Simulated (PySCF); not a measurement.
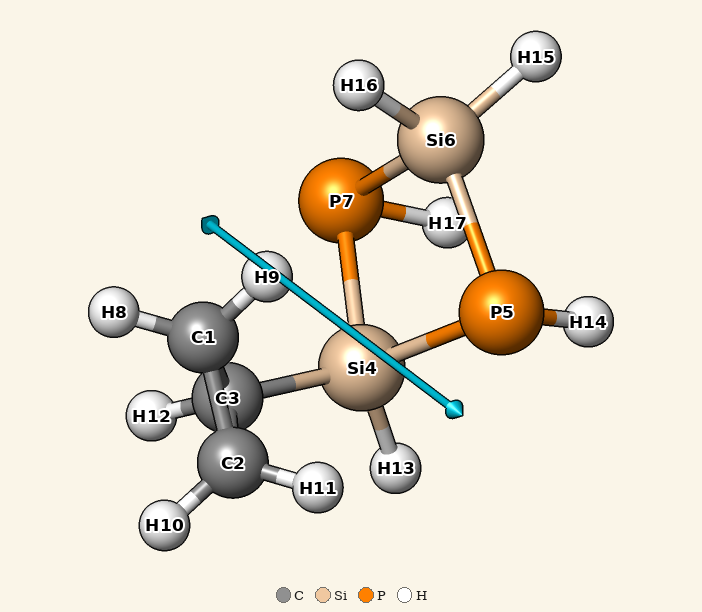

The double arrow shows the direction of the transition dipole to excited singlet state 9 (its length means nothing). The geometry was computed by an optimisation with PBE0-D3(BJ)/def2-SVP. No frequency run is at hand to confirm it as a minimum. Method: TDDFT PBE0/def2-SVPD, vertical, gas phase, core orbitals frozen in the response (PySCF 2.14.0).

Give its energy, strength and character.

6.54 eV (189 nm), oscillator strength 0.064, of mixed character, with the largest part HOMO → LUMO+5 (weight 0.30); transition dipole 1.60 D.
